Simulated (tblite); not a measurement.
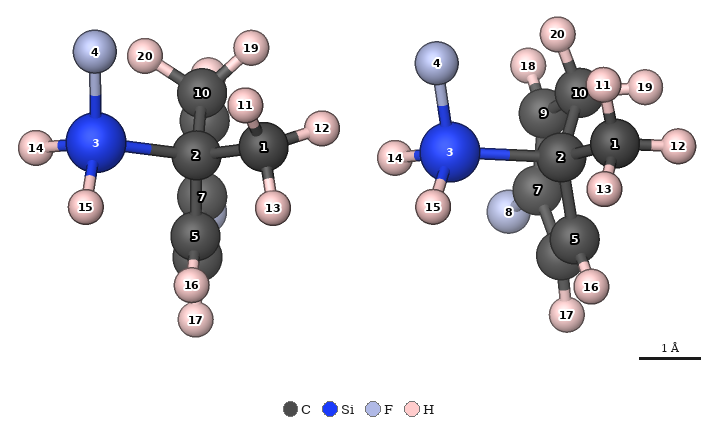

Two geometries of C7H10F2Si, drawn at one scale. One is the start of a relaxation, the other its converged end. Style: ball-and-stick. Shown from a free direction.

Computed with tblite, GFN2-xTB geometry optimisation, gas phase. 

### Which geometry has the lower energy?

The right one is the relaxed one. After 97 geometry steps the energy has fallen by 0.780 eV. The largest move after the best rigid fit is that of an H atom, 1.02 Å. Largest moves by element: H 1.02 Å, F 0.93 Å, C 0.41 Å, Si 0.34 Å. Near-neighbour distances that change, for instance: F–Si 1.693 → 1.614 Å, C–C 1.483 → 1.536 Å, C–Si 1.878 → 1.926 Å, C–H 1.136 → 1.091 Å. Bond angles that change, for instance: C–C–F 124.9° → 116.4°, C–Si–H 105.8° → 113.0°, C–C–C 128.7° → 121.8°. Groups turn about C–C by about 50°, C–C by about 35°, C–C by about 25°.
